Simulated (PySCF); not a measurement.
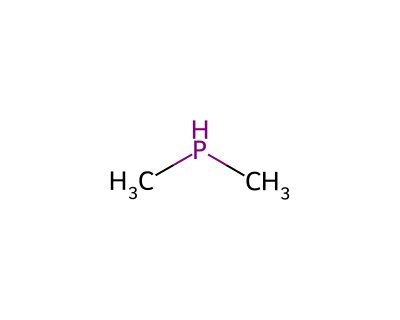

The geometry was computed by an optimisation with GFN2-xTB. No frequency run is at hand to confirm it as a minimum. Method: PBE0/def2-SVPD, gas phase (PySCF 2.14.0). Excitations: vertical, linear response.

What does the calculation give?

The species is C₂H₇P (`CPC`).
- dipole moment: 1.31 D
- HOMO energy (Kohn–Sham orbital): −6.76 eV
- LUMO energy (Kohn–Sham orbital): 0.54 eV
- HOMO–LUMO gap: 7.30 eV
- mean static polarisability: 52.9 bohr³
- lowest vertical singlet excitation: 6.17 eV
- its oscillator strength: 0.033
- brightest of the 8 lowest singlets: 7.38 eV
- its oscillator strength: 0.15

The geometry is semi-empirical. Around P such bond lengths and angles can be off by a tenth of an ångström or more and by several degrees, and values that hang on the shape move with them.
